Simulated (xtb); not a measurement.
## Geometry relaxation, with input and output: C₄H₁₂O₄Zr (part 5 of 5)

The same run, continued: C₄H₁₂O₄Zr (Zr(OMe)4); GFN2-xTB (xtb 6.7.1 later snapshot). The geometry comes from this level: GFN2-xTB.

Geometry of the input (Å):
```
Zr 0.0022  -0.0068  0.0016
O  -0.0528  -0.0548  1.8966
C  0.8075  -1.0571  2.3693
H  0.5165  -2.0503  1.9668
H  0.7462  -1.0990  3.4677
H  1.8577  -0.8396  2.0874
O  1.7974  0.1524  -0.5878
C  1.8454  0.0383  -1.9855
H  1.4961  -0.9625  -2.3107
H  2.8848  0.1684  -2.3242
H  1.2218  0.8207  -2.4683
O  -0.9789  1.4874  -0.6319
C  -0.5221  2.6525  0.0021
H  -0.6915  2.5972  1.0969
H  -1.0757  3.5194  -0.3899
H  0.5593  2.8126  -0.1950
O  -0.7586  -1.6070  -0.6743
C  -2.1314  -1.6316  -0.3866
H  -2.3077  -1.5775  0.7090
H  -2.5629  -2.5736  -0.7586
H  -2.6533  -0.7892  -0.8845
```

Trajectory as extended XYZ, continued:
```
21
Properties=species:S:1:pos:R:3 step=17 energy=-889.90145
Zr    0.0008   -0.0007   -0.0003
O    -0.0554   -0.0531    1.8945
C     0.7866   -1.0728    2.3626
H     0.4846   -2.0581    1.9479
H     0.7170   -1.1253    3.4601
H     1.8418   -0.8679    2.0903
O     1.7973    0.1586   -0.5859
C     1.8477    0.0563   -1.9840
H     1.5001   -0.9422   -2.3184
H     2.8875    0.1905   -2.3202
H     1.2241    0.8417   -2.4618
O    -0.9826    1.4931   -0.6308
C    -0.5110    2.6616   -0.0144
H    -0.6724    2.6209    1.0820
H    -1.0606    3.5287   -0.4123
H     0.5701    2.8107   -0.2216
O    -0.7571   -1.6010   -0.6789
C    -2.1234   -1.6449   -0.3641
H    -2.2791   -1.5924    0.7346
H    -2.5489   -2.5933   -0.7271
H    -2.6668   -0.8105   -0.8520
21
Properties=species:S:1:pos:R:3 step=18 energy=-889.90145
Zr    0.0004   -0.0005   -0.0001
O    -0.0558   -0.0532    1.8946
C     0.7860   -1.0731    2.3626
H     0.4833   -2.0585    1.9486
H     0.7171   -1.1250    3.4603
H     1.8411   -0.8689    2.0896
O     1.7970    0.1590   -0.5856
C     1.8474    0.0571   -1.9838
H     1.4990   -0.9410   -2.3185
H     2.8874    0.1904   -2.3198
H     1.2246    0.8431   -2.4615
O    -0.9829    1.4934   -0.6304
C    -0.5103    2.6620   -0.0149
H    -0.6707    2.6218    1.0816
H    -1.0599    3.5291   -0.4128
H     0.5706    2.8105   -0.2232
O    -0.7571   -1.6008   -0.6792
C    -2.1232   -1.6458   -0.3638
H    -2.2785   -1.5941    0.7349
H    -2.5482   -2.5942   -0.7273
H    -2.6674   -0.8115   -0.8510
21
Properties=species:S:1:pos:R:3 step=19 energy=-889.90146
Zr    0.0000   -0.0002    0.0000
O    -0.0562   -0.0534    1.8947
C     0.7853   -1.0735    2.3626
H     0.4817   -2.0589    1.9493
H     0.7173   -1.1248    3.4603
H     1.8404   -0.8700    2.0887
O     1.7966    0.1595   -0.5853
C     1.8472    0.0579   -1.9835
H     1.4978   -0.9397   -2.3185
H     2.8873    0.1904   -2.3193
H     1.2251    0.8447   -2.4610
O    -0.9834    1.4937   -0.6300
C    -0.5095    2.6624   -0.0156
H    -0.6688    2.6229    1.0811
H    -1.0591    3.5296   -0.4134
H     0.5713    2.8103   -0.2251
O    -0.7570   -1.6006   -0.6795
C    -2.1229   -1.6468   -0.3635
H    -2.2778   -1.5960    0.7353
H    -2.5474   -2.5953   -0.7275
H    -2.6679   -0.8125   -0.8499
21
Properties=species:S:1:pos:R:3 step=20 energy=-889.90146
Zr   -0.0003    0.0000    0.0001
O    -0.0566   -0.0535    1.8948
C     0.7848   -1.0738    2.3626
H     0.4805   -2.0592    1.9499
H     0.7174   -1.1246    3.4604
H     1.8398   -0.8709    2.0879
O     1.7963    0.1600   -0.5850
C     1.8470    0.0586   -1.9832
H     1.4969   -0.9387   -2.3185
H     2.8873    0.1903   -2.3189
H     1.2256    0.8460   -2.4607
O    -0.9838    1.4940   -0.6296
C    -0.5089    2.6628   -0.0161
H    -0.6673    2.6238    1.0807
H    -1.0584    3.5300   -0.4139
H     0.5718    2.8101   -0.2265
O    -0.7570   -1.6004   -0.6798
C    -2.1227   -1.6476   -0.3633
H    -2.2771   -1.5975    0.7356
H    -2.5468   -2.5961   -0.7277
H    -2.6684   -0.8133   -0.8489
21
Properties=species:S:1:pos:R:3 step=21 energy=-889.90146
Zr   -0.0003    0.0000    0.0001
O    -0.0566   -0.0535    1.8948
C     0.7848   -1.0738    2.3626
H     0.4805   -2.0592    1.9499
H     0.7174   -1.1247    3.4604
H     1.8398   -0.8709    2.0879
O     1.7963    0.1600   -0.5850
C     1.8470    0.0586   -1.9832
H     1.4969   -0.9387   -2.3185
H     2.8873    0.1903   -2.3189
H     1.2256    0.8460   -2.4607
O    -0.9838    1.4940   -0.6296
C    -0.5089    2.6628   -0.0162
H    -0.6673    2.6238    1.0807
H    -1.0584    3.5300   -0.4139
H     0.5718    2.8101   -0.2265
O    -0.7569   -1.6004   -0.6798
C    -2.1227   -1.6476   -0.3633
H    -2.2771   -1.5975    0.7356
H    -2.5468   -2.5961   -0.7277
H    -2.6684   -0.8133   -0.8489
```

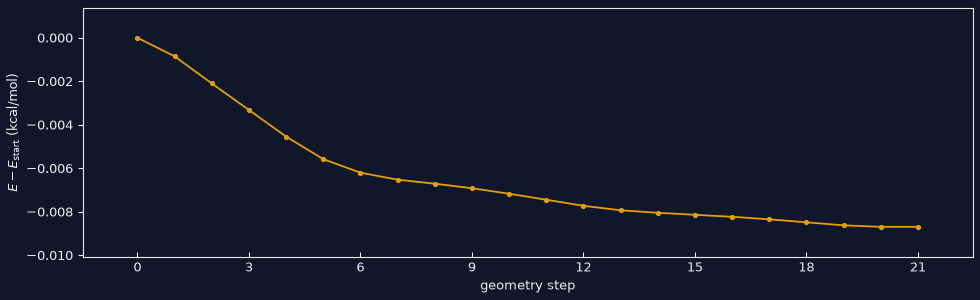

Figure 1. Progress of the relaxation, step by step (steps are counted from 0).

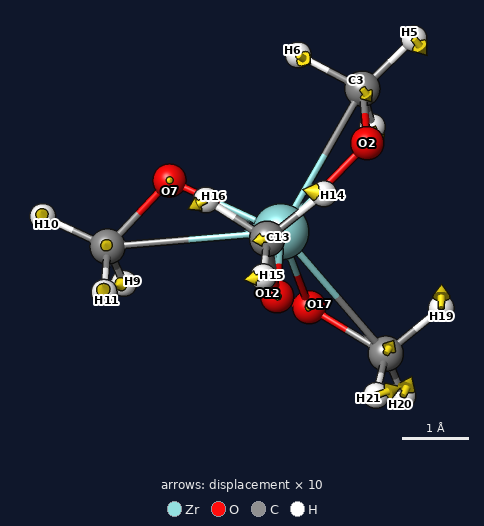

Figure 2. The starting structure with the displacements as yellow arrows, magnified 10 times (ball-and-stick view, seen at a tilt). The two geometries are laid on each other by the best rigid fit. Over 21 geometry steps the energy falls by 0.01 kcal/mol. The largest moves after the best rigid fit, 0.046 Å, are those of H19 and H21. Largest moves by element: H 0.046 Å, C 0.030 Å, O 0.009 Å, Zr 0.007 Å. (Atoms are counted from 1 in the order of the input.)

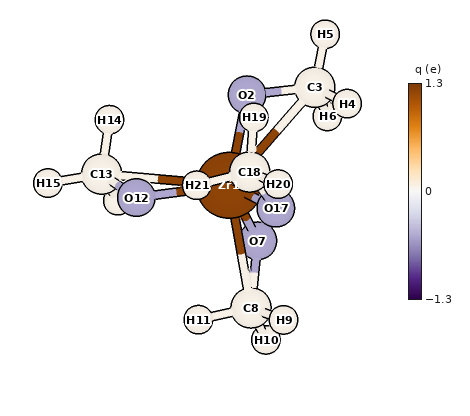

Figure 3. Mulliken charges, as the colour of each atom (ball-and-stick view, seen at a tilt; atoms are numbered from 1 in the order of the input). By element: Zr +1.21, O −0.53, C +0.06 and H +0.05 to +0.06 e.

Key numbers:

- outcome: converged
- electrons treated: 56
- total energy: −32.703276 hartree
- dispersion energy: −0.013587 hartree
- basis functions: 54
- HOMO: −10.53 eV
- LUMO: −6.23 eV
- dipole moment: 0.00 D
- hardware: 1 thread of Arm Neoverse N1, 16 GiB of memory available, shared host
- peak memory: 0.074 GiB
